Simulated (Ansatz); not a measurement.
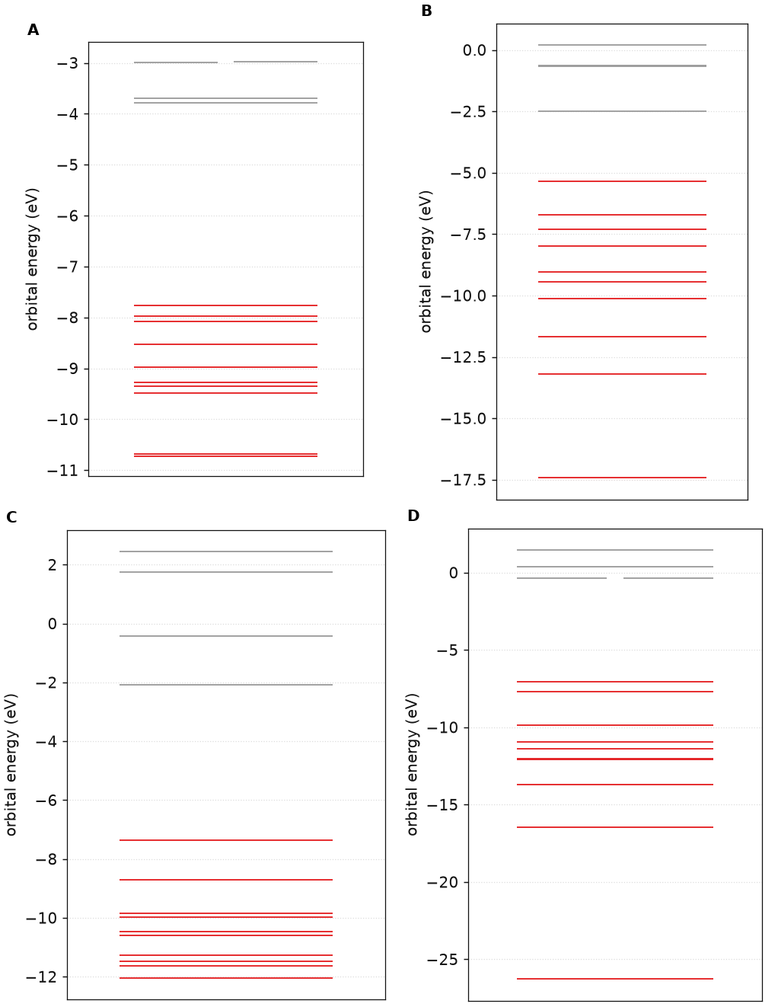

Kohn-Sham orbital energies near the frontier, BLYP/def2-TZVPP, the Ansatz code 0.2.0, at a PBE0-D4/def2-TZVP geometry (a minimum by its frequencies), isolated molecule; empty levels in grey, levels within 0.03 eV side by side.

### Assign the panels.
1. C₂H₅AlS (enethiol tautomer), SMILES C=[C]([AlH2])S, singlet
2. C₂HF₃O₂, SMILES O=C(O)C(F)(F)F
3. CH₂BFO, SMILES FB1CO1
4. TiHOCl₂F, SMILES [OH][Ti]([F])([Cl])[Cl], singlet

A: 4 (HOMO −7.76 eV, LUMO −3.79 eV)
B: 1 (HOMO −5.34 eV, LUMO −2.48 eV)
C: 2 (HOMO −7.37 eV, LUMO −2.09 eV)
D: 3 (HOMO −7.07 eV, LUMO −0.37 eV)

Limits of at least one run: empty levels above zero depend strongly on the basis.
